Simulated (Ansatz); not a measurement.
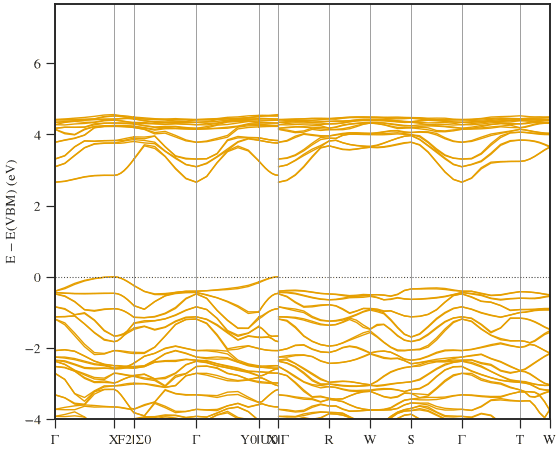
Figure. Band structure from the program Ansatz at the r²SCAN with spin–orbit coupling level (PAW)

Read off the gap and where the band edges lie.

About 2.7 eV (2.66 eV by a search for the band edges); maximum at X, minimum at Γ.

The material is LaZrNO₂ in space group I2_12_12_1 (No. 24; Pearson symbol oI20).

The start of the workflow was typed in or built on a structure type; neither database checked (COD, Materials Project) lists it. Its standing as an ambient phase is unchecked. The cell was relaxed with r²SCAN under the symmetry of its start; whether a distortion lowers the energy is not shown. The run is not spin-polarised.

Potentials: the earlier of the program's two PAW sets.
